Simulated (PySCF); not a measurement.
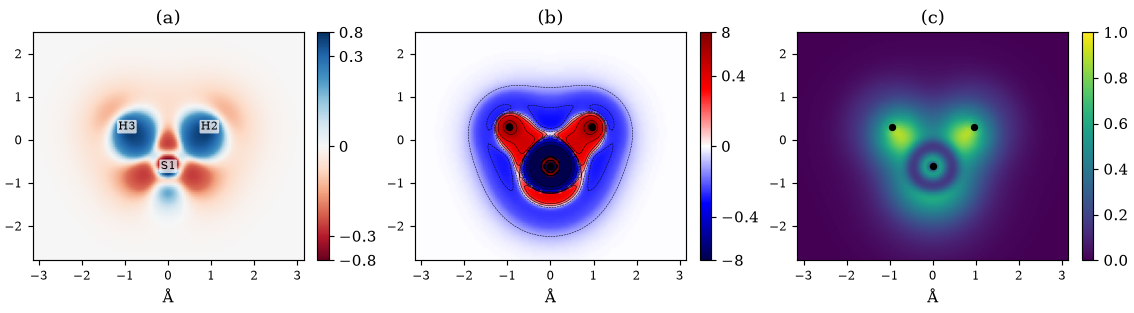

Figure 1: H$_{2}$S, SMILES `S`. Three fields in the molecular plane. (a): blue positive, red negative. (b): red positive, blue negative.

Computed with PySCF, PBE0/def2-TZVP, geometry: GFN2-xTB. No frequency check shows the geometry to be a minimum. GFN2-xTB bond lengths at metals and heavier atoms can be off by up to 0.1 Å and shapes distorted, which carries into these values.

Coordinates in Å:

```
S1       0.0000   -0.1021    0.0000
H2       0.9574    0.8165    0.0000
H3      -0.9574    0.8166    0.0000
```

The panels show, in some order, the localised orbital locator (LOL), negative Laplacian of the density (−∇²ρ) and deformation density. Which is which?

Answer. (a) is the deformation density: it has both signs, with gains where valence electrons gather and losses around them. (b) is the negative Laplacian of the density (−∇²ρ): shells alternate in sign around each nucleus and valence concentrations outline the bonding and non-bonding pairs. (c) is the localised orbital locator (LOL): it runs from 0 to 1, peaks where electrons are localised, as in bonds, and fades smoothly outside.
